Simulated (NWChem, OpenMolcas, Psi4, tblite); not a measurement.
How methods differ on C2HClF2 (SMILES FC(F)=CCl)

The species is C2HClF2 (6 atoms), meant as a singlet with charge 0. As SMILES, `FC(F)=CCl`. Geometry: relaxed at PBE0-D4/def2-TZVP.

Quantity: the dipole moment, in D. The values are calculated.

| level | kind | program | value (D) | CPU time |
| --- | --- | --- | --- | --- |
| GFN2-xTB | semi-empirical | tblite | 1.56 | under 2 s |
| HF/6-31G* (spherical functions) | Hartree–Fock | Psi4 | 1.19 | 6.1 s |
| SVWN5/6-31G* (spherical functions) | LDA | Psi4 | 1.00 | 13 s |
| PBE/6-31G* (spherical functions) | GGA | OpenMolcas | 1.00 | 21 s |
| M06-L/6-31G* (spherical functions) | meta-GGA | Psi4 | 1.04 | 55 s |
| M06-2X/6-31G* (spherical functions) | hybrid meta-GGA | Psi4 | 1.06 | 49 s |
| B3LYP/6-31G* (Cartesian functions) | global hybrid | NWChem | 1.03 | 28 s |
| HSE06/6-31G* (spherical functions) | range-separated hybrid | Psi4 | 1.04 | 75 s |

The values span 1.00 to 1.56 D. Magnitudes only. CPU times are rough (shared hosts, several kinds of processor and program).

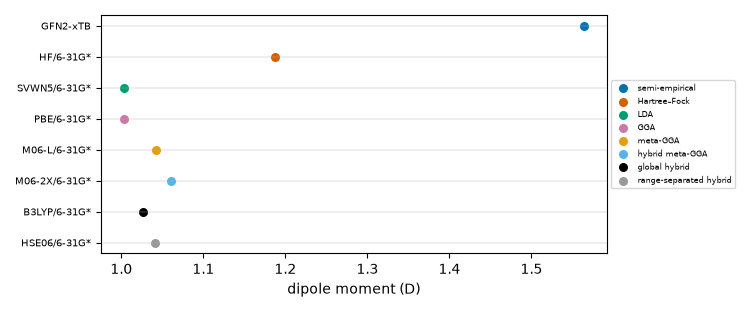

The values of the table, level by level.
